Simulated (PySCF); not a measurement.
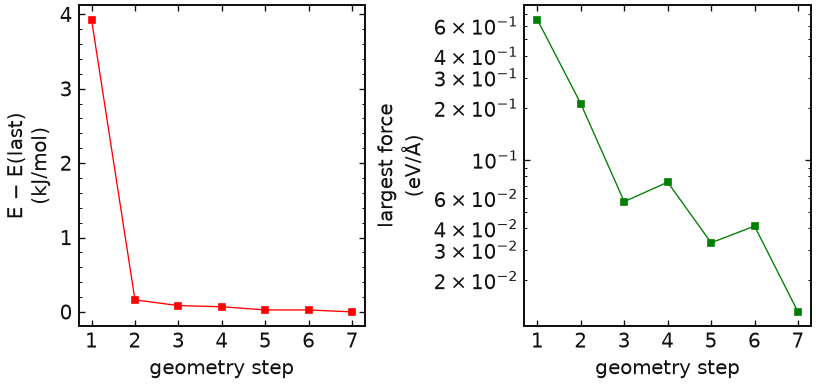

History of a geometry optimisation.

C₇H₇NO₂ (SMILES CC(=O)Oc1cccnc1); PBE0-D3(BJ)/def2-SVP, geometry optimisation (PySCF 2.14.0, density fitting).

Question: How did the optimisation end?

Answer: The optimisation met its thresholds at geometry 7, counting the start as the first. The energy fell by about 3.9 kJ/mol from the first step to the last. The largest force goes from about 0.65 eV/Å at the start to 0.013 eV/Å at the end.

Question: By which step was nine tenths of the energy gained?

Answer: By step 2 of 7.
